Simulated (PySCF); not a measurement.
# AlH3 (SMILES [H][Al]([H])[H]) at CCSDTQ/6-31G

What is the energy change on altering one bond length of AlH3 at CCSDTQ/6-31G? 

The results are computed with PySCF 2.14.0.

8 further runs of the same task are left out: 8 set aside as unsound or not needed.

### Step 1. The system as given

AlH3 has 4 atoms, charge 0, and is taken as a singlet. As SMILES, `[H][Al]([H])[H]`. The shape comes from GFN2-xTB, which is rough for such elements, and wasn't checked as a minimum.

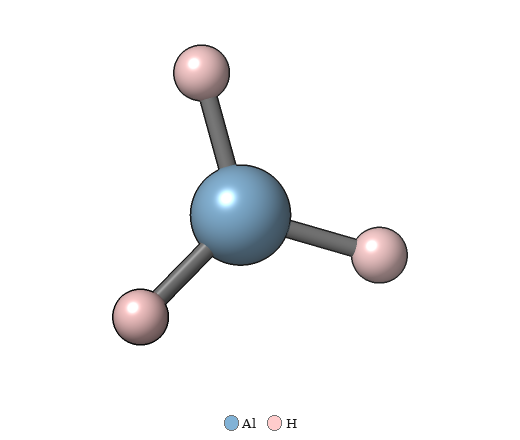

Viewed from a chosen angle; aluminium light blue, hydrogen pink.

### Step 2. The energy at CCSDTQ/6-31G

File input.xyz:

```xyz
4

Al    -0.000010    -0.000020     0.000020
H      1.552650    -0.030520     0.014610
H     -0.749810     1.359840    -0.019120
H     -0.802830    -1.329300     0.004480
```

File job.py:

```python
# AlH3
from pyscf import gto, scf, cc

mol = gto.M(
    atom='input.xyz',
    verbose=3,
    spin=0,
    basis='6-31g',
    max_memory=1860,
)

hf = scf.RHF(mol)
hf.conv_tol = 1e-10
hf.kernel()
if not hf.converged:
    hf = hf.newton().run(hf.mo_coeff, hf.mo_occ)

mycc = cc.CCSDTQ(hf, frozen=5)
mycc.kernel()
energy = mycc.e_tot
print(f'total energy: {energy:.8f} hartree')
```

The run is started by

```
$ OMP_NUM_THREADS=1 python job.py
```

Output:

```text
converged SCF energy = -243.586200452255
_make_eris_incore_RCCSDTQ

WARN: A large `blksize` is being used, which may cause large memory consumption
      for storing contraction intermediates. If memory is sufficient, consider using
      `pyscf.cc.rccsdtq_highm.RCCSDTQ` instead.

RCCSDTQ converged
E(RCCSDTQ) = -243.6451792204088   E_corr = -0.05897876815367171
E_corr(same-spin) = -0.00208464115622119
E_corr(oppo-spin) = -0.0568941269974505
total energy: -243.64517922 hartree
```

Wall time 20 s (1 thread of Arm Neoverse V1, shared host); peak memory 0.18 GiB.

### Step 3. The distorted shape, same level

File mol.xyz:

```xyz
4
AlH3
Al    -0.776298     0.015229    -0.007275
H      1.552650    -0.030520     0.014610
H     -1.526098     1.375089    -0.026415
H     -1.579118    -1.314051    -0.002815
```

File input.py:

```python
from pyscf import gto, cc

molecule = gto.M(
    atom='mol.xyz',
    basis='6-31g',
    spin=0,
    max_memory=1860,
    verbose=4,
)

myscf = molecule.RHF()
myscf.conv_tol = 1e-10
myscf.kernel()
if not myscf.converged:
    myscf = myscf.newton().run(myscf.mo_coeff, myscf.mo_occ)

mycc = cc.CCSDTQ(myscf, frozen=5)
mycc.kernel()
e_tot = mycc.e_tot
print('Final energy', e_tot)
```

The run is started by

```
$ OMP_NUM_THREADS=1 python input.py
```

Output:

```text
PySCF version 2.14.0

[INPUT] num. atoms = 4
[INPUT] num. electrons = 16
[INPUT] charge = 0
[INPUT] spin (= nelec alpha-beta = 2S) = 0
[INPUT] symmetry False subgroup None
[INPUT] Mole.unit = angstrom
[INPUT] Symbol           X                Y                Z      unit          X                Y                Z       unit  Magmom
[INPUT]  1 Al    -0.776298000000   0.015229000000  -0.007275000000 AA   -1.466990611048   0.028778639151  -0.013747757556 Bohr   0.0
[INPUT]  2 H      1.552650000000  -0.030520000000   0.014610000000 AA    2.934083267306  -0.057674441322   0.027608898680 Bohr   0.0
[INPUT]  3 H     -1.526098000000   1.375089000000  -0.026415000000 AA   -2.883907259246   2.598541606902  -0.049917115580 Bohr   0.0
[INPUT]  4 H     -1.579118000000  -1.314051000000  -0.002815000000 AA   -2.984100538371  -2.483196503711  -0.005319579041 Bohr   0.0

nuclear repulsion = 12.3222092566106
number of shells = 13
number of NR pGTOs = 58
number of NR cGTOs = 19
basis = 6-31g
ecp = {}

******** <class 'pyscf.scf.hf.RHF'> ********
method = RHF
initial guess = minao
damping factor = 0
level_shift factor = 0
DIIS = <class 'pyscf.scf.diis.CDIIS'>
diis_start_cycle = 1
diis_space = 8
diis_damp = 0
SCF conv_tol = 1e-10
SCF conv_tol_grad = None
SCF max_cycles = 50
direct_scf = True
direct_scf_tol = 1e-13
Set gradient conv threshold to 1e-05
Initial guess from minao.
init E= -243.094653081326
  HOMO = -0.252022504449005  LUMO = -0.0036254559707789  gap/eV = 6.75923
cycle= 1 E= -243.507178150029  delta_E= -0.413  |g|= 0.156  |ddm|= 1.35
  HOMO = -0.34262525545896  LUMO = 0.000466003251771818  gap/eV = 9.33599
cycle= 2 E= -243.524889724099  delta_E= -0.0177  |g|= 0.0339  |ddm|= 0.318
  HOMO = -0.355827029244488  LUMO = 0.0178051486391793  gap/eV = 10.16705
cycle= 3 E= -243.525912658183  delta_E= -0.00102  |g|= 0.00765  |ddm|= 0.0834
  HOMO = -0.354734446598616  LUMO = 0.0162898542160406  gap/eV = 10.09609
cycle= 4 E= -243.525970151333  delta_E= -5.75e-05  |g|= 0.00057  |ddm|= 0.0243
  HOMO = -0.354617014258084  LUMO = 0.0161445389804427  gap/eV = 10.08894
cycle= 5 E= -243.52597044998  delta_E= -2.99e-07  |g|= 9.01e-05  |ddm|= 0.00213
  HOMO = -0.354651222676957  LUMO = 0.0161388249641188  gap/eV = 10.08971
cycle= 6 E= -243.525970458453  delta_E= -8.47e-09  |g|= 8.02e-06  |ddm|= 0.000436
  HOMO = -0.354648733327912  LUMO = 0.0161398029654563  gap/eV = 10.08967
cycle= 7 E= -243.525970458514  delta_E= -6.09e-11  |g|= 7.8e-07  |ddm|= 3.71e-05
  HOMO = -0.354648907103442  LUMO = 0.0161398674437589  gap/eV = 10.08968
Extra cycle  E= -243.525970458514  delta_E= -2.27e-13  |g|= 2.49e-07  |ddm|= 2.93e-06
converged SCF energy = -243.525970458514

******** <class 'pyscf.cc.rccsdtq.RCCSDTQ'> ********
RCCSDTQ nocc = 3, nmo = 14
Allocating only the i<=j<=k<=l part of the T4 amplitude in memory
frozen orbitals 5
max_cycle = 50
conv_tol = 1e-07
conv_tol_normt = 1e-06
diis with the T4 amplitude
diis_space = 6
diis_start_cycle = 0
diis_start_energy_diff = 1e+09
einsum_backend: numpy
_make_eris_incore_RCCSDTQ
blksize  3

WARN: A large `blksize` is being used, which may cause large memory consumption
      for storing contraction intermediates. If memory is sufficient, consider using
      `pyscf.cc.rccsdtq_highm.RCCSDTQ` instead.

Approximate memory usage estimate
    ERIs memory               300 KB
    T1-ERIs memory            300 KB
Init t2, MP2 energy = -243.573251873521  E_corr(MP2) -0.047281415007
Init E_corr(RCCSDTQ) = -0.0472814150065732
cycle =  1  E_corr(RCCSDTQ) = -0.061536528255  dE = -1.425511324805e-02  norm(d tamps) = 6.77650945e-02
cycle =  2  E_corr(RCCSDTQ) = -0.067455810510  dE = -5.919282255399e-03  norm(d tamps) = 3.52736550e-02
cycle =  3  E_corr(RCCSDTQ) = -0.073450430267  dE = -5.994619757164e-03  norm(d tamps) = 1.96855423e-02
cycle =  4  E_corr(RCCSDTQ) = -0.073332928168  dE =  1.175020993781e-04  norm(d tamps) = 3.12045911e-03
cycle =  5  E_corr(RCCSDTQ) = -0.073363131973  dE = -3.020380484652e-05  norm(d tamps) = 9.36628823e-04
cycle =  6  E_corr(RCCSDTQ) = -0.073392605587  dE = -2.947361463558e-05  norm(d tamps) = 3.82055060e-04
cycle =  7  E_corr(RCCSDTQ) = -0.073384888786  dE =  7.716800837693e-06  norm(d tamps) = 1.35418458e-04
cycle =  8  E_corr(RCCSDTQ) = -0.073388320672  dE = -3.431885256852e-06  norm(d tamps) = 3.82234057e-05
cycle =  9  E_corr(RCCSDTQ) = -0.073388080077  dE =  2.405943472367e-07  norm(d tamps) = 1.14112812e-05
cycle = 10  E_corr(RCCSDTQ) = -0.073387761655  dE =  3.184223052455e-07  norm(d tamps) = 4.86549398e-06
cycle = 11  E_corr(RCCSDTQ) = -0.073387548384  dE =  2.132711310471e-07  norm(d tamps) = 1.64901463e-06
cycle = 12  E_corr(RCCSDTQ) = -0.073387547966  dE =  4.180969320755e-10  norm(d tamps) = 4.61556582e-07
RCCSDTQ converged
E(RCCSDTQ) = -243.5993580064801   E_corr = -0.07338754796583097
E_corr(same-spin) = -0.00212117525437629
E_corr(oppo-spin) = -0.0712663727114547
Final energy -243.59935800648012
```

It took 23 s on 1 thread of Arm Neoverse V1, shared host; peak memory 0.19 GiB.

### Step 4. What came out

Level: CCSDTQ/6-31G, 5 core orbitals frozen.

| quantity | value |
| --- | --- |
| first shape: total energy | -243.64518 Eh |
| first shape: dipole moment (Hartree–Fock density) | 0.00 D |
| first shape: HOMO energy (Hartree–Fock orbitals) | -11.74 eV |
| first shape: LUMO energy (Hartree–Fock orbitals) | 0.79 eV |
| first shape: HOMO–LUMO gap (Hartree–Fock orbitals) | 12.53 eV |
| first shape: correlation energy (5 core orbitals frozen) | -59.0 mEh |
| first shape: T1 diagnostic | 0.010 |
| distorted shape: total energy | -243.59936 Eh |
| distorted shape: dipole moment (Hartree–Fock density) | 1.80 D |
| distorted shape: HOMO energy (Hartree–Fock orbitals) | -9.65 eV |
| distorted shape: LUMO energy (Hartree–Fock orbitals) | 0.44 eV |
| distorted shape: HOMO–LUMO gap (Hartree–Fock orbitals) | 10.09 eV |
| distorted shape: correlation energy (5 core orbitals frozen) | -73.4 mEh |
| distorted shape: T1 diagnostic | 0.019 |
| energy change with the Al1–H2 bond stretched from 1.553 to 2.330 Å | 1.247 eV |

**Reading.** With the Al1–H2 bond stretched from 1.553 to 2.330 Å the energy rises by 1.25 eV (120 kJ/mol). The first shape isn't relaxed at this level, so the change isn't measured from a minimum. Mulliken charges (distorted shape) of the mean-field density run from -0.25 on H3 to +0.72 on Al1; they depend strongly on the basis.
